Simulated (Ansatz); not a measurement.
# F5HOW: single points with varied inputs

How do the results and run time of F5HOW respond when the settings are drawn wide?

Method: the settings change from run to run; program: Ansatz 0.2.0, Gaussian basis.

**1. The geometry**

The structure was relaxed beforehand with PBE0-D4 in a triple-zeta def2 set. W takes a core potential in def2 sets; no spin-orbit term is included.

SMILES `[OH][W]([F])([F])([F])([F])[F]`, 8 atoms, charge 0, spin multiplicity 1.

Atoms are counted from 1 here; the program's logs count them from 0.

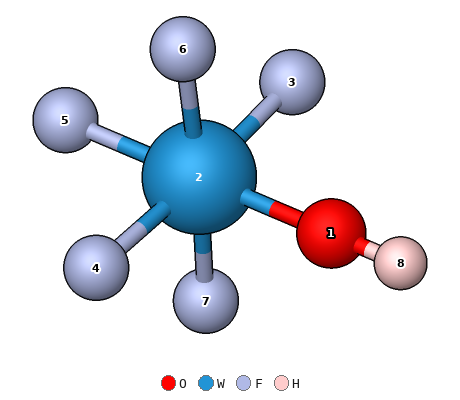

The structure; oxygen red, tungsten blue, fluorine light blue, hydrogen pink; atoms are numbered from 1 in the order of the file.

**2. RPBE/def2-TZVP**

in.yaml

```yaml
crystal:
  periodic: [false, false, false]
  atoms:
    - {symbol: O, position_ang: [-0.656192, -1.281610, 0.451990]}
    - {symbol: W, position_ang: [0.134840, 0.262797, -0.092168]}
    - {symbol: F, position_ang: [1.418210, 0.152853, 1.229575]}
    - {symbol: F, position_ang: [-1.088745, 0.489835, -1.455145]}
    - {symbol: F, position_ang: [0.935613, 1.827146, -0.644265]}
    - {symbol: F, position_ang: [-0.924722, 1.280211, 1.025178]}
    - {symbol: F, position_ang: [1.254377, -0.637990, -1.250423]}
    - {symbol: H, position_ang: [-1.073392, -2.093253, 0.735258]}
basis:
  gaussian: {orbitals: def2-TZVP}
hamiltonian: {xc: {name: RPBE}}
output: {forces: true}
```

On the command line:

```sh
$ ansatz run in.yaml --threads 8 --pin off --events-out ev --progress --plain --max-ram 18278MiB
```

The log of the run, cut to the lines that bear on the results:

```text
Functional definition: RPBE
  name "RPBE"
  cite "Hammer, Hansen & Nørskov, Phys. Rev. B 59, 7413 (1999) doi:10.1103/PhysRevB.59.7413"
  cite "Perdew, Burke & Ernzerhof, Phys. Rev. Lett. 77, 3865 (1996) doi:10.1103/PhysRevLett.77.3865"
[...]
1299 factors; their error is unknown
[...]
mean field -17488.61937284 eV, -642.6949077399 hartree, gradient 5.2e-5 eV, S^2 0.000000; 0 other end points of the search recorded, 0 dependent functions left out
[...]
reference -17488.61941713 eV, -642.6949093674 hartree; 34, 34 occupied and 198, 198 virtual orbitals, 1299 factors
Total energy: -17488.61941713 eV, -642.6949093674 hartree
Atom 0 at    -0.656192    -1.281610     0.451990 Å, force    -0.365870    -0.716505     0.254451 eV/Å
Atom 1 at     0.134840     0.262797    -0.092168 Å, force     0.029981     0.059317    -0.021447 eV/Å
Atom 2 at     1.418210     0.152853     1.229575 Å, force     0.812321    -0.078272     0.843836 eV/Å
Atom 3 at    -1.088745     0.489835    -1.455145 Å, force    -0.782275     0.136166    -0.863840 eV/Å
Atom 4 at     0.935613     1.827146    -0.644265 Å, force     0.503605     0.983773    -0.347042 eV/Å
Atom 5 at    -0.924722     1.280211     1.025178 Å, force    -0.677910     0.639205     0.713412 eV/Å
Atom 6 at     1.254377    -0.637990    -1.250423 Å, force     0.707928    -0.580753    -0.733744 eV/Å
Atom 7 at    -1.073392    -2.093253     0.735258 Å, force    -0.227781    -0.442931     0.154373 eV/Å
Dipole moment:    -0.340789    -0.664662     0.233516 e Å
```

Wall time 2 s (8 threads of Arm Neoverse V1, shared host).

Largest force 1.174 eV/Å, dipole 3.76 D.

**3. PBE0/def2-TZVPP**

This run has high accuracy, the search for lower states set to light.

Edit in.yaml of step 2 so:

```diff
@@ -12,4 +12,5 @@
 basis:
-  gaussian: {orbitals: def2-TZVP}
-hamiltonian: {xc: {name: RPBE}}
-output: {forces: true}
+  gaussian: {orbitals: def2-TZVPP}
+hamiltonian: {xc: {name: PBE0}}
+accuracy: high
+scf: {lower_state_search: light}
```

Same command.

The log of the run:

```text
Functional definition: PBE0
  name "PBE0"
  cite "Adamo & Barone, J. Chem. Phys. 110, 6158 (1999) doi:10.1063/1.478522"
  cite "Perdew, Burke & Ernzerhof, Phys. Rev. Lett. 77, 3865 (1996) doi:10.1103/PhysRevLett.77.3865"
  parent pbe
  parameter a = 0.25
  parameter kappa = 0.804
  parameter beta = 0.06672455060314922
  exchange = (1 - a)*pbe_x(kappa = kappa, mu = beta*pi^2/3) + a*exact_x
  correlation = pbe_c(beta = beta)
4387 factors; integrals over basis functions are off by at most 2.9e-8 eV
mean field evaluation 1: about -17457.9472 eV, gradient 1.0e2 eV
mean field evaluation 2: about -17332.4392 eV, gradient 2.9e2 eV
mean field evaluation 4: about -17472.0409 eV, gradient 2.4e1 eV
mean field evaluation 8: about -17473.1460 eV, gradient 1.6e0 eV
mean field evaluation 16: about -17473.1505 eV, gradient 2.8e-4 eV
mean field -17473.15046383 eV, -642.1264358191 hartree, gradient 5.2e-8 eV, S^2 0.000000; 0 other end points of the search recorded, 0 dependent functions left out
reference -17473.15046798 eV, -642.1264359715 hartree; 34, 34 occupied and 222, 222 virtual orbitals, 4387 factors
Total energy: -17473.15046798 eV, -642.1264359715 hartree
```

It took 13 s on 8 threads of Arm Neoverse V1, shared host; peak memory 1.9 GiB.

**4. BHLYP/def2-SVP**

This run has multiplicity 3, restricted open-shell orbitals.

Edit in.yaml of step 3 so:

```diff
@@ -12,5 +12,4 @@
 basis:
-  gaussian: {orbitals: def2-TZVPP}
-hamiltonian: {xc: {name: PBE0}}
-accuracy: high
-scf: {lower_state_search: light}
+  gaussian: {orbitals: def2-SVP}
+magnetization: {spin_polarized: false, initial_magnetization: 2}
+hamiltonian: {xc: {name: BHLYP}}
```

The command is unchanged.

The log of the run, cut to the lines that bear on the results:

```text
Functional definition: BHLYP
  name "BHLYP"
  cite "Becke, J. Chem. Phys. 98, 1372 (1993) doi:10.1063/1.464304"
  cite "Becke, Phys. Rev. A 38, 3098 (1988) doi:10.1103/PhysRevA.38.3098"
  cite "Lee, Yang & Parr, Phys. Rev. B 37, 785 (1988) doi:10.1103/PhysRevB.37.785"
[...]
1128 factors; integrals over basis functions are off by at most 5.7e-4 eV
[...]
mean field -17452.68050352 eV, -641.3741786525 hartree, gradient 9.6e-6 eV, S^2 2.000000; 8 other end points of the search recorded, 0 dependent functions left out
reference -17452.68071773 eV, -641.3741865246 hartree; 35, 33 occupied and 86, 88 virtual orbitals, 1128 factors
Total energy: -17452.68071773 eV, -641.3741865246 hartree
```

Run time: 19 s. Hardware: 8 threads of Arm Neoverse V1, shared host; peak memory 0.54 GiB.

**5. LC-wPBE/def2-TZVPD**

Options: charge +1, multiplicity 2.

Edit in.yaml of step 4 so:

```diff
@@ -12,4 +12,5 @@
 basis:
-  gaussian: {orbitals: def2-SVP}
-magnetization: {spin_polarized: false, initial_magnetization: 2}
-hamiltonian: {xc: {name: BHLYP}}
+  gaussian: {orbitals: def2-TZVPD}
+total_charge: 1
+magnetization: {spin_polarized: true, initial_magnetization: 1}
+hamiltonian: {xc: {name: LC-wPBE}}
```

Launched as before.

The log of the run, cut to the lines that bear on the results:

```text
Functional definition: LC-wPBE
  name "LC-wPBE"
  cite "Vydrov & Scuseria, J. Chem. Phys. 125, 234109 (2006) doi:10.1063/1.2409292"
  cite "Heyd & Scuseria, J. Chem. Phys. 120, 7274 (2004) doi:10.1063/1.1668634"
  cite "Ernzerhof & Perdew, J. Chem. Phys. 109, 3313 (1998) doi:10.1063/1.476928"
  cite "Perdew, Burke & Ernzerhof, Phys. Rev. Lett. 77, 3865 (1996) doi:10.1103/PhysRevLett.77.3865"
  parent pbe
[...]
1566 factors; their error is unknown
492 factors; integrals over basis functions are off by at most 3.2e-5 eV
[...]
mean field -17466.43992127 eV, -641.8798279284 hartree, gradient 9.2e-6 eV, S^2 0.760755; 4 other end points of the search recorded, 0 dependent functions left out
reference -17466.43992128 eV, -641.8798279289 hartree; 34, 33 occupied and 258, 259 virtual orbitals, 1566 factors
Total energy: -17466.43992128 eV, -641.8798279289 hartree
```

Run time: 65 s. Hardware: 8 threads of Arm Neoverse V1, shared host; peak memory 1.6 GiB.

⟨S²⟩ 0.761.

**6. B3LYP5/ANO-RCC-VTZP**

Edit in.yaml of step 5 so:

```diff
@@ -12,5 +12,3 @@
 basis:
-  gaussian: {orbitals: def2-TZVPD}
-total_charge: 1
-magnetization: {spin_polarized: true, initial_magnetization: 1}
-hamiltonian: {xc: {name: LC-wPBE}}
+  gaussian: {orbitals: ANO-RCC-VTZP}
+hamiltonian: {xc: {name: B3LYP5}}
```

Launched as before.

The log of the run, cut to the lines that bear on the results:

```text
Functional definition: B3LYP5
  name "B3LYP5"
  cite "Stephens, Devlin, Chabalowski & Frisch, J. Phys. Chem. 98, 11623 (1994) doi:10.1021/j100096a001"
  cite "Becke, Phys. Rev. A 38, 3098 (1988) doi:10.1103/PhysRevA.38.3098"
  cite "Lee, Yang & Parr, Phys. Rev. B 37, 785 (1988) doi:10.1103/PhysRevB.37.785"
  cite "Vosko, Wilk & Nusair, Can. J. Phys. 58, 1200 (1980) doi:10.1139/p80-159"
[...]
2594 factors; their error is unknown
[...]
mean field -455011.48831333 eV, -16721.3637776510 hartree, gradient 8.8e-5 eV, S^2 0.000000; 0 other end points of the search recorded, 0 dependent functions left out
reference -455011.48866199 eV, -16721.3637904639 hartree; 64, 64 occupied and 234, 234 virtual orbitals, 2594 factors
Total energy: -455011.48866199 eV, -16721.3637904639 hartree
Relativity: scalar
```

Wall time 13 s (8 threads of Arm Neoverse V1, shared host); peak memory 1.7 GiB.

**7. revPBE0/def2-SVP**

Set apart from the defaults: D3(BJ) with three-body dispersion, high accuracy.

Edit in.yaml of step 6 so:

```diff
@@ -12,3 +12,4 @@
 basis:
-  gaussian: {orbitals: ANO-RCC-VTZP}
-hamiltonian: {xc: {name: B3LYP5}}
+  gaussian: {orbitals: def2-SVP}
+hamiltonian: {xc: {name: revPBE0}, dispersion: d3bjatm}
+accuracy: high
```

The command is unchanged.

The log of the run, cut to the lines that bear on the results:

```text
Functional definition: revPBE0
  name "revPBE0"
  cite "Zhang & Yang, Phys. Rev. Lett. 80, 890 (1998) doi:10.1103/PhysRevLett.80.890"
  cite "Adamo & Barone, J. Chem. Phys. 110, 6158 (1999) doi:10.1063/1.478522"
  cite "Perdew, Burke & Ernzerhof, Phys. Rev. Lett. 77, 3865 (1996) doi:10.1103/PhysRevLett.77.3865"
[...]
2644 factors; integrals over basis functions are off by at most 6.2e-9 eV
[...]
mean field -17460.50149159 eV, -641.6615946631 hartree, gradient 2.8e-8 eV, S^2 0.000000; 0 other end points of the search recorded, 0 dependent functions left out
reference -17460.50149688 eV, -641.6615948574 hartree; 34, 34 occupied and 87, 87 virtual orbitals, 2644 factors
Total energy: -17460.83469503 eV, -641.6738396634 hartree
```

Run time: 3.3 s. Hardware: 8 threads of Arm Neoverse V1, shared host; peak memory 0.63 GiB.

**8. rPW86-PBE/def2-mTZVPP**

Set apart from the defaults: multiplicity 3, density fitting with def2-universal-jkfit.

Edit in.yaml of step 7 so:

```diff
@@ -12,4 +12,5 @@
 basis:
-  gaussian: {orbitals: def2-SVP}
-hamiltonian: {xc: {name: revPBE0}, dispersion: d3bjatm}
-accuracy: high
+  gaussian: {orbitals: def2-mTZVPP, fitting: {mean_field: def2-universal-jkfit}}
+magnetization: {spin_polarized: true, initial_magnetization: 2}
+hamiltonian: {xc: {name: rPW86-PBE}}
+output: {forces: true}
```

The command is unchanged.

The log of the run, cut to the lines that bear on the results:

```text
Functional definition: rPW86-PBE
  name "rPW86-PBE"
  cite "Murray, Lee & Langreth, J. Chem. Theory Comput. 5, 2754 (2009) doi:10.1021/ct900365q"
  cite "Perdew, Burke & Ernzerhof, Phys. Rev. Lett. 77, 3865 (1996) doi:10.1103/PhysRevLett.77.3865"
  parent pbe
[...]
707 factors; integrals over basis functions are off by at most 1.6e0 eV
[...]
mean field -17511.55245232 eV, -643.5376828663 hartree, gradient 1.8e-6 eV, S^2 2.002867; 14 other end points of the search recorded, 0 dependent functions left out
[...]
reference -17511.55253923 eV, -643.5376860602 hartree; 35, 33 occupied and 150, 152 virtual orbitals, 707 factors
Total energy: -17511.55253923 eV, -643.5376860602 hartree
Atom 0 at    -0.656192    -1.281610     0.451990 Å, force    -2.625118    -5.126541     1.809987 eV/Å
Atom 1 at     0.134840     0.262797    -0.092168 Å, force     1.371080     2.673876    -0.941503 eV/Å
Atom 2 at     1.418210     0.152853     1.229575 Å, force     1.257911    -0.204341     1.409623 eV/Å
Atom 3 at    -1.088745     0.489835    -1.455145 Å, force    -1.300937     0.120849    -1.380346 eV/Å
Atom 4 at     0.935613     1.827146    -0.644265 Å, force     1.791273     3.498942    -1.234215 eV/Å
Atom 5 at    -0.924722     1.280211     1.025178 Å, force    -2.463305     1.932314     2.570702 eV/Å
Atom 6 at     1.254377    -0.637990    -1.250423 Å, force     2.289349    -2.271989    -2.450535 eV/Å
Atom 7 at    -1.073392    -2.093253     0.735258 Å, force    -0.320252    -0.623109     0.216287 eV/Å
Dipole moment:    -0.394677    -0.769953     0.270488 e Å
```

Wall time 87 s (8 threads of Arm Neoverse V1, shared host); peak memory 0.66 GiB.

Largest force 6.037 eV/Å, dipole 4.35 D, ⟨S²⟩ 2.003.

**9. SPW92/x2c-TZVPPall**

Set apart from the defaults: charge -1, multiplicity 2, restricted open-shell orbitals.

Edit in.yaml of step 8 so:

```diff
@@ -12,5 +12,6 @@
 basis:
-  gaussian: {orbitals: def2-mTZVPP, fitting: {mean_field: def2-universal-jkfit}}
-magnetization: {spin_polarized: true, initial_magnetization: 2}
-hamiltonian: {xc: {name: rPW86-PBE}}
+  gaussian: {orbitals: x2c-TZVPPall}
+total_charge: -1
+magnetization: {spin_polarized: false, initial_magnetization: 1}
+hamiltonian: {xc: {name: SPW92}}
 output: {forces: true}
```

Launched as before.

The log of the run, cut to the lines that bear on the results:

```text
Functional definition: SPW92
  name "SPW92"
  cite "Dirac, Proc. Camb. Phil. Soc. 26, 376 (1930) doi:10.1017/S0305004100016108"
  cite "Slater, Phys. Rev. 81, 385 (1951) doi:10.1103/PhysRev.81.385"
  cite "Perdew & Wang, Phys. Rev. B 45, 13244 (1992) doi:10.1103/PhysRevB.45.13244"
[...]
1781 factors; their error is unknown
[...]
mean field -454641.45537875 eV, -16707.7653181224 hartree, gradient 3.9e-6 eV, S^2 0.750000; 9 other end points of the search recorded, 0 dependent functions left out
[...]
reference -454641.45545031 eV, -16707.7653207523 hartree; 65, 64 occupied and 232, 233 virtual orbitals, 1781 factors
Total energy: -454641.45545031 eV, -16707.7653207523 hartree
Relativity: scalar
Atom 0 at    -0.656192    -1.281610     0.451990 Å, force    -0.562844    -1.100160     0.388824 eV/Å
Atom 1 at     0.134840     0.262797    -0.092168 Å, force    -0.046844    -0.090176     0.030913 eV/Å
Atom 2 at     1.418210     0.152853     1.229575 Å, force     1.691015    -0.113967     1.715505 eV/Å
Atom 3 at    -1.088745     0.489835    -1.455145 Å, force    -1.584259     0.323278    -1.789458 eV/Å
Atom 4 at     0.935613     1.827146    -0.644265 Å, force     0.451930     0.881096    -0.309220 eV/Å
Atom 5 at    -0.924722     1.280211     1.025178 Å, force    -1.368621     1.357290     1.448994 eV/Å
Atom 6 at     1.254377    -0.637990    -1.250423 Å, force     1.476464    -1.148280    -1.522213 eV/Å
Atom 7 at    -1.073392    -2.093253     0.735258 Å, force    -0.056841    -0.109081     0.036655 eV/Å
Dipole moment:    -0.301738    -0.588466     0.206719 e Å
```

Run time: 21 s. Hardware: 8 threads of Arm Neoverse V1, shared host; peak memory 1.5 GiB.

Largest force 2.412 eV/Å.

**10. CAM-B3LYP/def2-SVPD**

Options: D3(BJ) dispersion.

Edit in.yaml of step 9 so:

```diff
@@ -12,6 +12,3 @@
 basis:
-  gaussian: {orbitals: x2c-TZVPPall}
-total_charge: -1
-magnetization: {spin_polarized: false, initial_magnetization: 1}
-hamiltonian: {xc: {name: SPW92}}
-output: {forces: true}
+  gaussian: {orbitals: def2-SVPD}
+hamiltonian: {xc: {name: CAM-B3LYP}, dispersion: d3bj}
```

Same command.

The log of the run, cut to the lines that bear on the results:

```text
Functional definition: CAM-B3LYP
  name "CAM-B3LYP"
  cite "Yanai, Tew & Handy, Chem. Phys. Lett. 393, 51 (2004) doi:10.1016/j.cplett.2004.06.011"
  cite "Iikura, Tsuneda, Yanai & Hirao, J. Chem. Phys. 115, 3540 (2001) doi:10.1063/1.1383587"
  cite "Becke, Phys. Rev. A 38, 3098 (1988) doi:10.1103/PhysRevA.38.3098"
  cite "Lee, Yang & Parr, Phys. Rev. B 37, 785 (1988) doi:10.1103/PhysRevB.37.785"
  cite "Vosko, Wilk & Nusair, Can. J. Phys. 58, 1200 (1980) doi:10.1139/p80-159"
[...]
  # Exact exchange under (alpha + beta erf(omega r))/r, Becke's under what is left of 1/r.
[...]
1530 factors; their error is unknown
516 factors; integrals over basis functions are off by at most 2.0e-5 eV
[...]
mean field -17464.68794982 eV, -641.8154441653 hartree, gradient 3.3e-5 eV, S^2 0.000000; 0 other end points of the search recorded, 0 dependent functions left out
reference -17464.68809391 eV, -641.8154494604 hartree; 34, 34 occupied and 147, 147 virtual orbitals, 1530 factors
Total energy: -17464.82143337 eV, -641.8203495952 hartree
```

Run time: 2.3 s. Hardware: 8 threads of Arm Neoverse V1, shared host; peak memory 0.52 GiB.

**11. The runs in one table**

```
                level  charge  multiplicity  geometry  functions  energy (eV)   time
       RPBE/def2-TZVP       0             1   relaxed        232   -17488.619    2 s
      PBE0/def2-TZVPP       0             1   relaxed        256   -17473.150   13 s
       BHLYP/def2-SVP       0             3   relaxed        121   -17452.681   19 s
   LC-wPBE/def2-TZVPD       1             2   relaxed        292   -17466.440   65 s
  B3LYP5/ANO-RCC-VTZP       0             1   relaxed        298  -455011.489   13 s
     revPBE0/def2-SVP       0             1   relaxed        121   -17460.835  3.3 s
rPW86-PBE/def2-mTZVPP       0             3   relaxed        185   -17511.553   87 s
   SPW92/x2c-TZVPPall      -1             2   relaxed        297  -454641.455   21 s
  CAM-B3LYP/def2-SVPD       0             1   relaxed        181   -17464.821  2.3 s
```

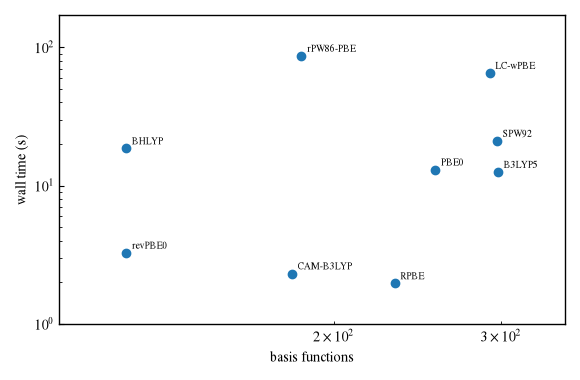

Wall time against the number of basis functions (shared host).

**12. Results**

```
                                         quantity                        value
                                             runs                            9
                                         quickest          RPBE/def2-TZVP, 2 s
                                          slowest  rPW86-PBE/def2-mTZVPP, 87 s
spread of total energies, same state and geometry                  437550.7 eV
```

In words: rPW86-PBE/def2-mTZVPP took 44 times as long as RPBE/def2-TZVP. The jobs differ in tasks and options as well as level. The totals spread over 437551 eV; they can't be compared across methods or bases. Some of these runs are scalar-relativistic and others not, which shifts the totals of all-electron atoms past neon by eV; core potentials, where a basis has them, take the core out of the total altogether. At the PBE0-D4/def2-TZVP geometry and in the same state, runs without warnings or point charges leave forces up to 1.17 eV/Å (RPBE/def2-TZVP).
